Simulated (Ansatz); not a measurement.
# Run report: CH₃BOZn, molecular dynamics (part 2 of 2)

CH₃BOZn; RKS r2SCAN-d3bj/6-31G* (Ansatz 0.2.0). The geometry comes from this level: PBE0-D4/def2-TZVP.

Geometry of the input (Å):
```
B  0.7027  -0.3233  -0.3126
C  -0.6921  0.1850  -0.6014
O  0.5817  0.9701  -0.5972
Zn 0.4024  -0.4254  2.9654
H  1.5811  -1.0859  -0.0952
H  -1.1387  0.1200  -1.5897
H  -1.3758  0.4916  0.1849
```

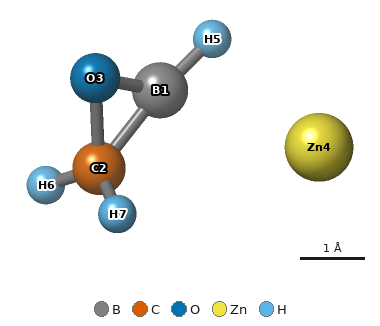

Figure 1. The geometry at step 19 of the log (ball-and-stick view, seen at a tilt; atoms are numbered from 1 in the order of the input).

### Trajectory as extended XYZ, continued
```
7
Properties=species:S:1:pos:R:3:forces:R:3 step=7 time_fs=3.5 energy=-52215.47948 temperature=217.0
B     0.7125   -0.3292   -0.3294   -0.2190  -0.3643   0.5299
C    -0.7107    0.2059   -0.6213    0.5086  -0.9806  -0.1469
O     0.5804    0.9594   -0.6010    0.1555   1.0152  -0.2134
Zn    0.4031   -0.4266    2.9727    0.0108   0.0242  -0.2699
H     1.6638   -1.0067   -0.0678   -0.2892  -0.0459  -0.1813
H    -1.1426    0.1167   -1.6306    0.0118   0.2171   0.4299
H    -1.3673    0.4797    0.2019   -0.1785   0.1343  -0.1483
7
Properties=species:S:1:pos:R:3:forces:R:3 step=8 time_fs=4.0 energy=-52215.46878 temperature=200.4
B     0.7137   -0.3305   -0.3313   -0.2633  -0.2980   0.5232
C    -0.7131    0.2082   -0.6243    0.6077  -1.0168  -0.0273
O     0.5803    0.9585   -0.6016    0.1208   1.0114  -0.2232
Zn    0.4033   -0.4268    2.9737    0.0100   0.0236  -0.2681
H     1.6739   -0.9957   -0.0653   -0.3261  -0.0644  -0.1919
H    -1.1431    0.1180   -1.6333   -0.0077   0.2259   0.4100
H    -1.3681    0.4794    0.2041   -0.1413   0.1183  -0.2228
7
Properties=species:S:1:pos:R:3:forces:R:3 step=9 time_fs=4.5 energy=-52215.45822 temperature=184.1
B     0.7149   -0.3318   -0.3331   -0.3126  -0.2180   0.5115
C    -0.7154    0.2103   -0.6273    0.7073  -1.0422   0.1173
O     0.5803    0.9577   -0.6023    0.0861   0.9953  -0.2302
Zn    0.4034   -0.4270    2.9747    0.0093   0.0230  -0.2665
H     1.6832   -0.9849   -0.0633   -0.3533  -0.0888  -0.1991
H    -1.1436    0.1198   -1.6349   -0.0350   0.2293   0.3605
H    -1.3692    0.4793    0.2057   -0.1018   0.1015  -0.2934
7
Properties=species:S:1:pos:R:3:forces:R:3 step=10 time_fs=5.0 energy=-52215.44794 temperature=168.2
B     0.7161   -0.3331   -0.3348   -0.3671  -0.1259   0.4947
C    -0.7176    0.2122   -0.6303    0.8088  -1.0588   0.2771
O     0.5803    0.9571   -0.6030    0.0519   0.9683  -0.2345
Zn    0.4035   -0.4272    2.9757    0.0088   0.0224  -0.2651
H     1.6916   -0.9742   -0.0618   -0.3701  -0.1191  -0.2027
H    -1.1441    0.1221   -1.6357   -0.0682   0.2275   0.2852
H    -1.3706    0.4796    0.2066   -0.0641   0.0856  -0.3546
7
Properties=species:S:1:pos:R:3:forces:R:3 step=11 time_fs=5.5 energy=-52215.43805 temperature=153.0
B     0.7171   -0.3345   -0.3364   -0.4266  -0.0236   0.4730
C    -0.7195    0.2139   -0.6333    0.9125  -1.0690   0.4410
O     0.5803    0.9566   -0.6038    0.0185   0.9320  -0.2361
Zn    0.4036   -0.4273    2.9767    0.0083   0.0218  -0.2639
H     1.6991   -0.9639   -0.0607   -0.3764  -0.1547  -0.2027
H    -1.1449    0.1250   -1.6358   -0.1048   0.2212   0.1902
H    -1.3721    0.4800    0.2067   -0.0315   0.0722  -0.4014
7
Properties=species:S:1:pos:R:3:forces:R:3 step=12 time_fs=6.0 energy=-52215.42868 temperature=138.5
B     0.7181   -0.3359   -0.3378   -0.4904   0.0864   0.4470
C    -0.7214    0.2153   -0.6361    1.0169  -1.0747   0.5969
O     0.5803    0.9562   -0.6045   -0.0136   0.8880  -0.2350
Zn    0.4037   -0.4275    2.9776    0.0079   0.0213  -0.2630
H     1.7058   -0.9539   -0.0601   -0.3726  -0.1947  -0.1993
H    -1.1458    0.1284   -1.6355   -0.1415   0.2111   0.0836
H    -1.3737    0.4806    0.2058   -0.0067   0.0625  -0.4301
7
Properties=species:S:1:pos:R:3:forces:R:3 step=13 time_fs=6.5 energy=-52215.42002 temperature=125.1
B     0.7190   -0.3372   -0.3392   -0.5570   0.2012   0.4172
C    -0.7230    0.2166   -0.6389    1.1193  -1.0778   0.7325
O     0.5802    0.9560   -0.6054   -0.0441   0.8384  -0.2315
Zn    0.4038   -0.4277    2.9786    0.0076   0.0208  -0.2622
H     1.7115   -0.9444   -0.0600   -0.3597  -0.2379  -0.1928
H    -1.1471    0.1323   -1.6350   -0.1745   0.1981  -0.0250
H    -1.3754    0.4813    0.2039    0.0083   0.0572  -0.4382
7
Properties=species:S:1:pos:R:3:forces:R:3 step=14 time_fs=7.0 energy=-52215.41230 temperature=113.3
B     0.7197   -0.3386   -0.3405   -0.6247   0.3176   0.3845
C    -0.7243    0.2176   -0.6415    1.2159  -1.0798   0.8360
O     0.5802    0.9559   -0.6062   -0.0725   0.7850  -0.2255
Zn    0.4039   -0.4278    2.9795    0.0074   0.0203  -0.2615
H     1.7164   -0.9354   -0.0604   -0.3392  -0.2831  -0.1836
H    -1.1489    0.1367   -1.6345   -0.1997   0.1832  -0.1253
H    -1.3769    0.4822    0.2009    0.0127   0.0568  -0.4245
7
Properties=species:S:1:pos:R:3:forces:R:3 step=16 time_fs=8.0 energy=-52215.40064 temperature=95.3
B     0.7207   -0.3410   -0.3428   -0.7539   0.5425   0.3145
C    -0.7264    0.2190   -0.6461    1.3724  -1.0834   0.9104
O     0.5801    0.9561   -0.6080   -0.1215   0.6743  -0.2070
Zn    0.4042   -0.4282    2.9814    0.0072   0.0194  -0.2607
H     1.7239   -0.9197   -0.0624   -0.2831  -0.3733  -0.1599
H    -1.1538    0.1467   -1.6346   -0.2119   0.1508  -0.2620
H    -1.3801    0.4844    0.1920   -0.0092   0.0697  -0.3353
7
Properties=species:S:1:pos:R:3:forces:R:3 step=17 time_fs=8.5 energy=-52215.39702 temperature=89.7
B     0.7210   -0.3420   -0.3439   -0.8098   0.6444   0.2796
C    -0.7269    0.2194   -0.6482    1.4225  -1.0846   0.8723
O     0.5801    0.9563   -0.6090   -0.1412   0.6205  -0.1950
Zn    0.4043   -0.4283    2.9823    0.0072   0.0190  -0.2604
H     1.7265   -0.9131   -0.0640   -0.2525  -0.4150  -0.1469
H    -1.1570    0.1523   -1.6355   -0.1937   0.1341  -0.2845
H    -1.3816    0.4857    0.1863   -0.0325   0.0817  -0.2651
7
Properties=species:S:1:pos:R:3:forces:R:3 step=18 time_fs=9.0 energy=-52215.39486 temperature=86.4
B     0.7211   -0.3429   -0.3449   -0.8560   0.7354   0.2463
C    -0.7273    0.2196   -0.6501    1.4482  -1.0836   0.7865
O     0.5800    0.9566   -0.6100   -0.1574   0.5695  -0.1816
Zn    0.4044   -0.4285    2.9832    0.0073   0.0187  -0.2602
H     1.7286   -0.9075   -0.0660   -0.2236  -0.4524  -0.1342
H    -1.1607    0.1582   -1.6372   -0.1582   0.1168  -0.2729
H    -1.3833    0.4872    0.1799   -0.0604   0.0956  -0.1839
7
Properties=species:S:1:pos:R:3:forces:R:3 step=19 time_fs=9.5 energy=-52215.39403 temperature=85.1
B     0.7210   -0.3436   -0.3458   -0.8897   0.8128   0.2157
C    -0.7273    0.2195   -0.6518    1.4464  -1.0782   0.6612
O     0.5799    0.9570   -0.6110   -0.1695   0.5225  -0.1670
Zn    0.4045   -0.4287    2.9841    0.0074   0.0184  -0.2602
H     1.7301   -0.9029   -0.0682   -0.1989  -0.4840  -0.1224
H    -1.1648    0.1644   -1.6394   -0.1067   0.0986  -0.2296
H    -1.3851    0.4890    0.1731   -0.0890   0.1098  -0.0978
7
Properties=species:S:1:pos:R:3:forces:R:3 step=20 time_fs=10.0 energy=-52215.39431 temperature=85.5
B     0.7207   -0.3442   -0.3467   -0.9083   0.8746   0.1886
C    -0.7270    0.2193   -0.6534    1.4153  -1.0656   0.5090
O     0.5797    0.9575   -0.6120   -0.1774   0.4804  -0.1515
Zn    0.4046   -0.4288    2.9850    0.0075   0.0182  -0.2602
H     1.7311   -0.8996   -0.0708   -0.1806  -0.5085  -0.1122
H    -1.1691    0.1708   -1.6423   -0.0423   0.0788  -0.1604
H    -1.3871    0.4910    0.1661   -0.1141   0.1221  -0.0133
7
Properties=species:S:1:pos:R:3:forces:R:3 step=21 time_fs=10.5 energy=-52215.39548 temperature=87.4
B     0.7202   -0.3445   -0.3475   -0.9100   0.9190   0.1659
C    -0.7265    0.2188   -0.6549    1.3539  -1.0431   0.3451
O     0.5796    0.9581   -0.6131   -0.1807   0.4438  -0.1356
Zn    0.4047   -0.4290    2.9859    0.0077   0.0181  -0.2603
H     1.7317   -0.8974   -0.0736   -0.1706  -0.5250  -0.1041
H    -1.1735    0.1774   -1.6455    0.0310   0.0568  -0.0739
H    -1.3894    0.4933    0.1590   -0.1313   0.1304   0.0629
7
Properties=species:S:1:pos:R:3:forces:R:3 step=22 time_fs=11.0 energy=-52215.39742 temperature=90.4
B     0.7195   -0.3447   -0.3483   -0.8934   0.9452   0.1479
C    -0.7256    0.2181   -0.6563    1.2627  -1.0082   0.1853
O     0.5794    0.9587   -0.6142   -0.1792   0.4130  -0.1195
Zn    0.4048   -0.4292    2.9867    0.0078   0.0180  -0.2605
H     1.7319   -0.8965   -0.0767   -0.1699  -0.5329  -0.0982
H    -1.1779    0.1842   -1.6489    0.1084   0.0321   0.0201
H    -1.3920    0.4960    0.1521   -0.1364   0.1327   0.1251
7
Properties=species:S:1:pos:R:3:forces:R:3 step=23 time_fs=11.5 energy=-52215.40006 temperature=94.5
B     0.7186   -0.3446   -0.3491   -0.8583   0.9528   0.1347
C    -0.7246    0.2172   -0.6577    1.1433  -0.9590   0.0436
O     0.5792    0.9594   -0.6153   -0.1728   0.3881  -0.1034
Zn    0.4050   -0.4293    2.9876    0.0080   0.0179  -0.2609
H     1.7317   -0.8969   -0.0800   -0.1787  -0.5319  -0.0947
H    -1.1820    0.1910   -1.6522    0.1850   0.0047   0.1119
H    -1.3949    0.4989    0.1455   -0.1265   0.1273   0.1688
7
Properties=species:S:1:pos:R:3:forces:R:3 step=24 time_fs=12.0 energy=-52215.40339 temperature=99.7
B     0.7175   -0.3443   -0.3498   -0.8052   0.9421   0.1263
C    -0.7233    0.2161   -0.6591    0.9988  -0.8948  -0.0689
O     0.5789    0.9602   -0.6164   -0.1613   0.3690  -0.0876
Zn    0.4051   -0.4295    2.9884    0.0082   0.0180  -0.2612
H     1.7311   -0.8986   -0.0836   -0.1966  -0.5222  -0.0932
H    -1.1856    0.1978   -1.6553    0.2561  -0.0254   0.1928
H    -1.3981    0.5021    0.1393   -0.1001   0.1133   0.1919
7
Properties=species:S:1:pos:R:3:forces:R:3 step=26 time_fs=13.0 energy=-52215.41208 temperature=113.3
B     0.7148   -0.3431   -0.3512   -0.6514   0.8698   0.1219
C    -0.7201    0.2134   -0.6619    0.6538  -0.7239  -0.1830
O     0.5784    0.9619   -0.6186   -0.1231   0.3468  -0.0572
Zn    0.4053   -0.4298    2.9901    0.0086   0.0182  -0.2623
H     1.7284   -0.9056   -0.0913   -0.2538  -0.4792  -0.0947
H    -1.1910    0.2113   -1.6599    0.3672  -0.0912   0.2958
H    -1.4052    0.5094    0.1282   -0.0012   0.0594   0.1795
7
Properties=species:S:1:pos:R:3:forces:R:3 step=27 time_fs=13.5 energy=-52215.41730 temperature=121.4
B     0.7132   -0.3422   -0.3519   -0.5559   0.8115   0.1246
C    -0.7183    0.2119   -0.6634    0.4659  -0.6212  -0.1828
O     0.5781    0.9628   -0.6198   -0.0966   0.3427  -0.0426
Zn    0.4054   -0.4300    2.9909    0.0088   0.0185  -0.2630
H     1.7261   -0.9109   -0.0956   -0.2889  -0.4479  -0.0964
H    -1.1924    0.2177   -1.6612    0.4017  -0.1254   0.3096
H    -1.4088    0.5133    0.1233    0.0651   0.0219   0.1507
7
Properties=species:S:1:pos:R:3:forces:R:3 step=28 time_fs=14.0 energy=-52215.42292 temperature=130.2
B     0.7115   -0.3412   -0.3525   -0.4521   0.7414   0.1294
C    -0.7164    0.2102   -0.6649    0.2774  -0.5113  -0.1488
O     0.5777    0.9638   -0.6209   -0.0655   0.3424  -0.0283
Zn    0.4055   -0.4301    2.9917    0.0090   0.0188  -0.2637
H     1.7232   -0.9172   -0.1000   -0.3249  -0.4118  -0.0980
H    -1.1928    0.2238   -1.6617    0.4200  -0.1593   0.2959
H    -1.4122    0.5172    0.1188    0.1361  -0.0201   0.1136
7
Properties=species:S:1:pos:R:3:forces:R:3 step=29 time_fs=14.5 energy=-52215.42875 temperature=139.3
B     0.7096   -0.3399   -0.3531   -0.3437   0.6618   0.1354
C    -0.7144    0.2083   -0.6664    0.0956  -0.3978  -0.0869
O     0.5774    0.9648   -0.6221   -0.0302   0.3451  -0.0141
Zn    0.4057   -0.4303    2.9925    0.0092   0.0191  -0.2645
H     1.7195   -0.9245   -0.1047   -0.3590  -0.3723  -0.0988
H    -1.1922    0.2296   -1.6616    0.4218  -0.1919   0.2551
H    -1.4154    0.5211    0.1146    0.2063  -0.0640   0.0738
7
Properties=species:S:1:pos:R:3:forces:R:3 step=30 time_fs=15.0 energy=-52215.43462 temperature=148.5
B     0.7078   -0.3385   -0.3537   -0.2341   0.5754   0.1419
C    -0.7124    0.2065   -0.6680   -0.0731  -0.2844  -0.0044
O     0.5771    0.9659   -0.6233    0.0089   0.3500   0.0002
Zn    0.4058   -0.4304    2.9933    0.0095   0.0195  -0.2654
H     1.7149   -0.9327   -0.1096   -0.3888  -0.3310  -0.0981
H    -1.1907    0.2349   -1.6608    0.4073  -0.2225   0.1893
H    -1.4180    0.5248    0.1105    0.2703  -0.1071   0.0366
```

### Results in brief

- outcome: finished
- mean temperature over the second half: 105 K
- trajectory: 30 steps, 15 fs
- ensemble: nvt_nose_hoover
- temperature in the input: 300 K
- time step: 0.5 fs
- potential energy (last step): −52215.4346 eV
- mean-field energy (last step): −52215.4001 eV
- dispersion energy (last step): −0.0345 eV
- SCF solution under orbital rotations (last step): stable
- largest force (length of the vector) (last step): 0.637 eV/Å
- dipole moment (last step): 1.09 D
- hardware: 2 threads of Arm Neoverse V2, 23 GiB of memory available, shared host
- wall time: 83 s (CPU time 2.7 min)
- peak memory: 0.38 GiB

### Notes

The program warns: the dispersion correction has no parameters fitted for this combination and takes those fitted for r2SCAN with other terms. So short a trajectory is not equilibrated. The temperature stays far from the 300 K of the thermostat over the second half: the run isn't equilibrated.
